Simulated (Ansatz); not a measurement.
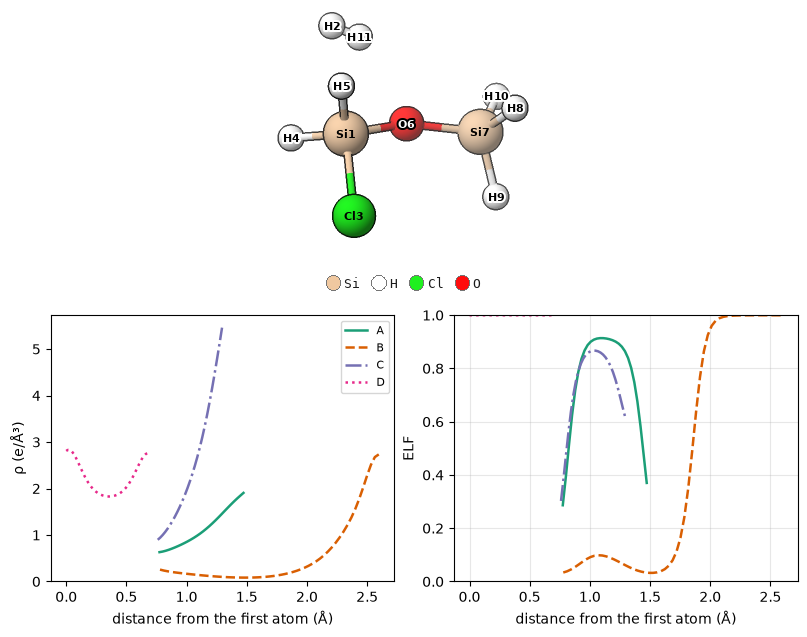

*ClH$_{5}$OSi$_{2}$···H$_{2}$. Electron density and ELF along straight lines between neighbouring atoms. The curves leave out the atomic cores. The structure is drawn too.*

Not at a stationary point (largest force 1.4 eV/Å).

The calculation used Ansatz 0.2.0, RHF/6-31G*.

```yaml
atoms:
  - { symbol: Si, position_ang: [0.4490, 0.2356, -0.2474] }
  - { symbol: H, position_ang: [-1.0816, 0.1437, 1.9411] }
  - { symbol: Cl, position_ang: [1.5910, 0.2248, -1.9696] }
  - { symbol: H, position_ang: [-0.8009, 0.9193, -0.5643] }
  - { symbol: H, position_ang: [0.2492, -1.1633, 0.1249] }
  - { symbol: O, position_ang: [1.2588, 1.0535, 0.9314] }
  - { symbol: Si, position_ang: [2.6679, 1.4810, 1.6618] }
  - { symbol: H, position_ang: [3.4560, 0.2760, 1.9747] }
  - { symbol: H, position_ang: [3.4552, 2.3655, 0.7888] }
  - { symbol: H, position_ang: [2.3325, 2.1850, 2.9089] }
  - { symbol: H, position_ang: [-0.5352, 0.5354, 2.1365] }
```

Q: Which curve belongs to which contact (H–H, Si–Cl, Si–H and Si–O)? The first atom named is at distance zero.

A: Curve A: Si–Cl (2.07 Å): ρ at the midpoint is about 0.9 e/Å³; the ELF peaks at about 0.90 between the atoms: a shared but strongly polarised pair. Curve B: Si1···H11 (2.60 Å): the density falls to about 0.08 e/Å³ on the way; the ELF dips to about 0.05 between them. Curve C: Si–O (1.64 Å): the density is about 1.1 e/Å³ at the midpoint; the ELF peaks at about 0.85 between the atoms (a polar covalent bond). Curve D: H–H (0.70 Å): ρ is about 1.8 e/Å³ halfway; the ELF is about 1 at the midpoint (an ordinary covalent bond to hydrogen).
